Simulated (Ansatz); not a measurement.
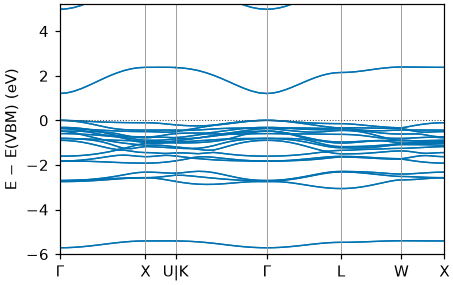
Band structure from the program Ansatz at the r²SCAN with spin–orbit coupling level (PAW)

Question: Read off the gap and where the band edges lie.

Answer: About 1.2 eV (1.20 eV by a search for the band edges); maximum at Γ, minimum at Γ.

The material is Rb2NaTlBr6 in space group Fm-3m (No. 225; Rb on 8c, Na on 4b, Tl on 4a, Br on 24e).

The workflow started from a Materials Project entry (that database holds measured and hypothetical structures alike); the Crystallography Open Database copy checked does not list it. Whether it is the stable phase at ambient conditions was not checked. The r²SCAN relaxation kept the symmetry of its start; its stability against distortions is not shown here.

Potentials: the later of the program's two PAW sets.
